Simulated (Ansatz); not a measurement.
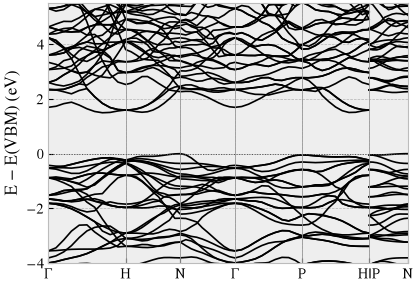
Figure: Band structure from r²SCAN in the plane-wave PAW code Ansatz

Question: Read off the gap and where the band edges lie.

Answer: About 1.5 eV (1.49 eV by a search for the band edges); maximum at N, minimum on the Γ–H line, 73 % of the way from Γ.

The material is Si in space group I-43m (No. 217; Si on 2a, Si on 8c, Si on 12d, Si on 24g).

The start of the workflow was typed in or built on a structure type; the Crystallography Open Database copy checked does not list it. It is not the phase usual at ambient conditions (space group No. 227). The r²SCAN relaxation kept the symmetry of its start; its stability against distortions is not shown here.

Potentials: the later of the program's two PAW sets.
